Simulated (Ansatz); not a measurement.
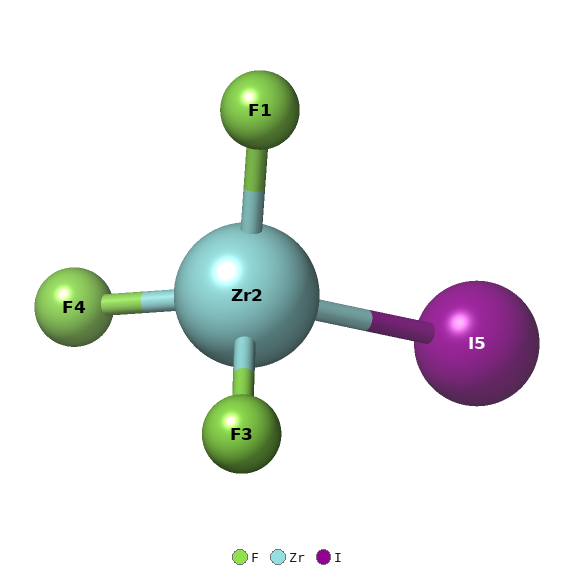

Charge 0, singlet. The computed structure is the end point of a PBE0-D4/def2-TZVP optimisation.

Give these bond angles: F1–Zr2–F3, F1–Zr2–I5.

```json
{"angle": "F1–Zr2–F3", "degrees": "108.9"}
{"angle": "F1–Zr2–I5", "degrees": "110.0"}
```
